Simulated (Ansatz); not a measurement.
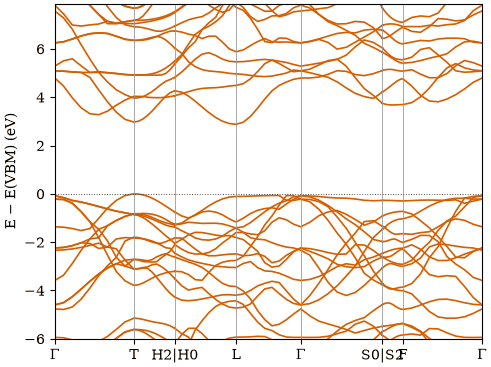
Figure. Band structure from DFT-r²SCAN in the program Ansatz with PAW potentials

Question: Read off the gap and where the band edges lie.

Answer: About 2.9 eV (2.88 eV by a search for the band edges); maximum at T, minimum at L.

Question: Which compound is it?
A) RbPrSe2, R-3m (Rb on 3a, Pr on 3b, Se on 6c)
B) CsNdTe2, R-3m (Cs on 3b, Nd on 3a, Te on 6c)
C) B6As, R-3m (B on 18h, B on 18h, As on 6c)
D) LaOF, R-3m (La on 6c, O on 6c, F on 6c)

Answer: C, B6As, R-3m (B on 18h, B on 18h, As on 6c)

The first step of the workflow began from a Materials Project structure, measured or hypothetical; the Crystallography Open Database copy checked does not list it. Its standing as an ambient phase is unchecked. Symmetry was held in the r²SCAN relaxation; its stability against distortions is not shown here. Scalar-relativistic: spin–orbit coupling is off unless named, which matters more the heavier the elements.

Potentials: the later of the program's two PAW sets.
